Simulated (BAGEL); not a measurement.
# triplet [NO2]− at 3 levels

Aim: a comparison of 3 runs (ROHF/6-31G*, ROHF/def2-TZVPPD, FCI/STO-3G) of triplet [NO2]−. 

Program for the calculation: BAGEL 1.2.2.

1 further run of the same task is left out (it didn't finish). Runs told in other sessions of the task aren't counted.

## 1. The molecule

[NO2]−: 3 atoms, total charge -1, spin state triplet. As SMILES of the parent species, `O=N[O-]`. Geometry: relaxed at PBE0-D4/def2-TZVPD. That shape belongs to the parent species and isn't relaxed for this state.

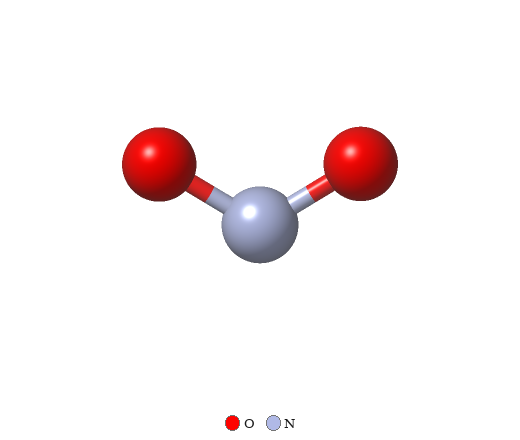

Viewed from a chosen angle; oxygen red, nitrogen light blue.

## 2. The energy at ROHF/6-31G(d) (density fitting with cc-pvqz-jkfit, spherical functions) (run 1)

Input file hf.json:

```json
{ "bagel": [

{
  "title": "molecule",
  "basis": "6-31gs.json",
  "df_basis": "cc-pvqz-jkfit",
  "angstrom": true,
  "geometry": [
    { "atom": "O", "xyz": [       0.322840,       0.992650,       0.287620 ] },
    { "atom": "N", "xyz": [       0.325750,      -0.245400,       0.151990 ] },
    { "atom": "O", "xyz": [      -0.648590,      -0.747260,      -0.439610 ] }
  ]
},

{ "title": "rohf", "charge": -1, "nopen": 2 },

{ "title": "print", "file": "orbitals.molden", "orbitals": true }

]}
```

The basis set 6-31G* is read from a file made from the Basis Set Exchange's data (not shown).

On the command line:

```sh
$ BAGEL_NUM_THREADS=1 BAGEL hf.json > hf.out
```

The log of the run:

```text
* using 1 threads per process

  ===============================================================
  ===============================================================

  *** Geometry ***

  { "atom" : "O", "xyz" : [      0.610079,      1.875837,      0.543523 ] },
  { "atom" : "N", "xyz" : [      0.615578,     -0.463739,      0.287219 ] },
  { "atom" : "O", "xyz" : [     -1.225657,     -1.412117,     -0.830743 ] },

  Number of auxiliary basis functions:      318

  Since a DF basis is specified, we compute 2- and 3-index integrals:
    o Being stored without compression. Storage requirement is 0.004 GB

  Number of basis functions:       42
  Number of electrons      :       23

    * METHOD: MOLECULE                             0.07

  *** Open-shell HF ***

  === Nuclear Repulsion ===
    63.5524637009

      * DIIS with orbital gradients will be used.

  === ROHF iteration (6-31gs.json) ===
      0       -203.84467582          0.05370903           0.02
      1       -203.93300881          0.03775505           0.02
      2       -203.95459467          0.02892949           0.02
      3       -203.98090217          0.00199987           0.02
      4       -203.98097622          0.00126300           0.02
      5       -203.98120729          0.00048070           0.02
      6       -203.98132153          0.00012919           0.02
      7       -203.98138213          0.00007088           0.02
      8       -203.98138915          0.00002862           0.02
      9       -203.98139862          0.00001484           0.02
     10       -203.98140184          0.00000443           0.02
     11       -203.98140080          0.00000102           0.02
     12       -203.98140090          0.00000029           0.02
     13       -203.98140081          0.00000012           0.02
     14       -203.98140081          0.00000007           0.02
     15       -203.98140081          0.00000004           0.02
     16       -203.98140081          0.00000002           0.02
     17       -203.98140081          0.00000001           0.02
     18       -203.98140081          0.00000001           0.02
    * SCF iteration converged.

    * S^2 (ROHF) is 2.0000

    * Permanent dipole moment:
           (   -0.341136,     0.256963,    -0.159172) a.u.

    * METHOD: ROHF                                 0.40

    * METHOD: PRINT                                0.01

  ===============================================================
```

Run time: 0.6 s. Hardware: 1 thread of Arm Neoverse V1, shared host.

## 3. The energy at ROHF/def2-TZVPPD (density fitting with cc-pvqz-jkfit) (run 2)

Input file job.json:

```json
{ "bagel": [

{
  "title": "molecule",
  "basis": "def2-tzvppd.json",
  "df_basis": "cc-pvqz-jkfit",
  "angstrom": "true",
  "geometry": [
    { "atom": "O", "xyz": [       0.322840,       0.992650,       0.287620 ] },
    { "atom": "N", "xyz": [       0.325750,      -0.245400,       0.151990 ] },
    { "atom": "O", "xyz": [      -0.648590,      -0.747260,      -0.439610 ] }
  ]
},

{ "title": "rohf", "charge": -1, "nopen": 2 },

{ "title": "print", "file": "orbitals.molden", "orbitals": "true" }

]}
```

The basis set def2-TZVPPD is read from a file made from the Basis Set Exchange's data (not shown).

On the command line:

```sh
$ BAGEL_NUM_THREADS=1 BAGEL job.json > job.out
```

The log of the run:

```text
* using 1 threads per process

  ===============================================================
  ===============================================================

  *** Geometry ***

  { "atom" : "O", "xyz" : [      0.610079,      1.875837,      0.543523 ] },
  { "atom" : "N", "xyz" : [      0.615578,     -0.463739,      0.287219 ] },
  { "atom" : "O", "xyz" : [     -1.225657,     -1.412117,     -0.830743 ] },

  Number of auxiliary basis functions:      318

  Since a DF basis is specified, we compute 2- and 3-index integrals:
    o Being stored without compression. Storage requirement is 0.035 GB

  Number of basis functions:      117
  Number of electrons      :       23

    * METHOD: MOLECULE                             0.13

  *** Open-shell HF ***

  === Nuclear Repulsion ===
    63.5524637009

      * DIIS with orbital gradients will be used.

  === ROHF iteration (def2-tzvppd.json) ===
      0       -203.77928224          0.05026777           0.07
      1       -203.95113878          0.03839562           0.08
      2       -204.00977265          0.02938784           0.07
      3       -204.09164454          0.00236225           0.07
      4       -204.09171785          0.00100502           0.07
      5       -204.09206486          0.00034615           0.08
      6       -204.09220534          0.00015367           0.08
      7       -204.09227106          0.00006501           0.08
      8       -204.09230907          0.00003652           0.08
      9       -204.09231835          0.00001924           0.07
     10       -204.09232733          0.00001098           0.08
     11       -204.09233435          0.00000366           0.08
     12       -204.09233430          0.00000115           0.07
     13       -204.09233424          0.00000046           0.07
     14       -204.09233422          0.00000021           0.07
     15       -204.09233419          0.00000009           0.08
     16       -204.09233418          0.00000006           0.08
     17       -204.09233418          0.00000003           0.08
     18       -204.09233418          0.00000002           0.08
     19       -204.09233418          0.00000001           0.08
     20       -204.09233418          0.00000000           0.08
    * SCF iteration converged.

    * S^2 (ROHF) is 2.0000

    * Permanent dipole moment:
           (   -0.336485,     0.253456,    -0.157002) a.u.

    * METHOD: ROHF                                 1.67

    * METHOD: PRINT                                0.03

  ===============================================================
```

Wall time 2 s (1 thread of Arm Neoverse V1, shared host).

## 4. A single-point energy at FCI/STO-3G (density fitting with cc-pvqz-jkfit) (run 3)

Input file fci.json:

```json
{ "bagel": [

{
  "title": "molecule",
  "basis": "sto-3g",
  "df_basis": "cc-pvqz-jkfit",
  "angstrom": true,
  "geometry": [
    { "atom": "O", "xyz": [       0.322840,       0.992650,       0.287620 ] },
    { "atom": "N", "xyz": [       0.325750,      -0.245400,       0.151990 ] },
    { "atom": "O", "xyz": [      -0.648590,      -0.747260,      -0.439610 ] }
  ]
},

{
  "title": "hf",
  "charge": -1
},

{
  "title": "fci",
  "nstate": 1,
  "charge": -1,
  "ncore": 3,
  "nspin": 2
}

]}
```

On the command line:

```sh
$ BAGEL_NUM_THREADS=1 BAGEL fci.json > fci.out
```

The log of the run:

```text
* using 1 threads per process

  ===============================================================
  ===============================================================

  *** Geometry ***

  { "atom" : "O", "xyz" : [      0.610079,      1.875837,      0.543523 ] },
  { "atom" : "N", "xyz" : [      0.615578,     -0.463739,      0.287219 ] },
  { "atom" : "O", "xyz" : [     -1.225657,     -1.412117,     -0.830743 ] },

  Number of auxiliary basis functions:      318

  Since a DF basis is specified, we compute 2- and 3-index integrals:
    o Being stored without compression. Storage requirement is 0.001 GB

  Number of basis functions:       15
  Number of electrons      :       23

    * METHOD: MOLECULE                             0.05

  *** RHF ***

[... 11 lines left out ...]
    * SCF iteration converged.
[... 1 line left out ...]
    * Permanent dipole moment:
[... 41 lines left out ...]
     * ci vector, state   0, <S^2> = 2.0000
       22222222aa..     0.9451873848
       222222aa22..    -0.1552408285
       22222a2a22..     0.0984940271
       222222a2aa.b    -0.0686610209
       22222222.aa.     0.0579356238
       22222aa22ab.    -0.0556980785
       222222a2ba.a     0.0527640497

    * METHOD: FCI                                  1.25

  ===============================================================
```

It took 1.5 s on 1 thread of Arm Neoverse V1, shared host.

## 5. The series

```tsv
run	level	start charge	start multiplicity	energy (Eh)	⟨S²⟩	wall time
1	ROHF/6-31G* (density fitting with cc-pvqz-jkfit, spherical functions)	–	–	-203.981401	2.000	0.6 s
2	ROHF/def2-TZVPPD (density fitting with cc-pvqz-jkfit)	–	–	-204.092334	2.000	2 s
3	FCI/STO-3G (density fitting with cc-pvqz-jkfit)	-1	1	-201.246721	–	1.5 s
```

## 6. What came out

| quantity | value |
| --- | --- |
| run 3: total energy | -201.24672 Eh |

In words: In run 3 the basis is minimal, so the values are rough. All runs together took 4.1 s, the longest 2 s.
